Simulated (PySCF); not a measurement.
H2O, SMILES `O`.

PySCF calculation, 6-311G** basis, gas phase; geometry: GFN2-xTB. No frequency check shows the geometry to be a minimum.

Cartesian coordinates (Å):

```
O1       0.0000    0.1138    0.0000
H2       0.7722   -0.4552    0.0000
H3      -0.7722   -0.4552    0.0000
```

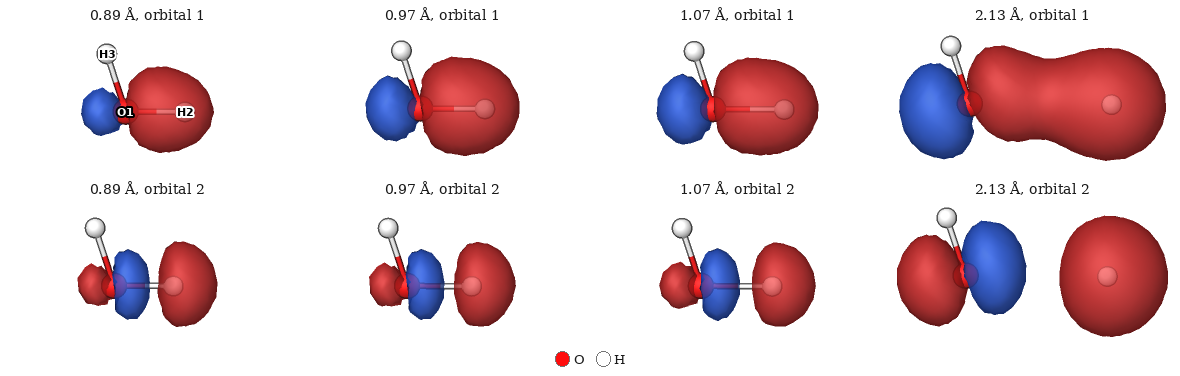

Rigid stretch of the O1–H2 bond. The two CASSCF(2,2) natural orbitals nearest half filling (orbital 1 the more occupied).

How do the occupations change along the stretch?

Answer. 0.89 Å: 1.99 and 0.01; 0.97 Å: 1.98 and 0.02; 1.07 Å: 1.97 and 0.03; 2.13 Å: 1.46 and 0.54. At the longest distance computed (2.72 Å) they are 1.19 and 0.81, and the effective number of unpaired electrons is 1.9.

Where does the UHF solution part from RHF?

Answer. Between 1.31 Å (⟨S²⟩ = 0, the two coincide) and 1.50 Å (⟨S²⟩ = 0.47); at 2.72 Å ⟨S²⟩ is 1.00 and UHF lies 5.2 eV below RHF.

How much energy does the stretch cost?

Answer. By CASSCF, 4.3 eV from the lowest point of the scan (0.97 Å) to 2.72 Å; RHF gives 8.9 eV from its own lowest point. The fragments aren't relaxed and dynamic correlation is missing, so this isn't a bond dissociation energy.
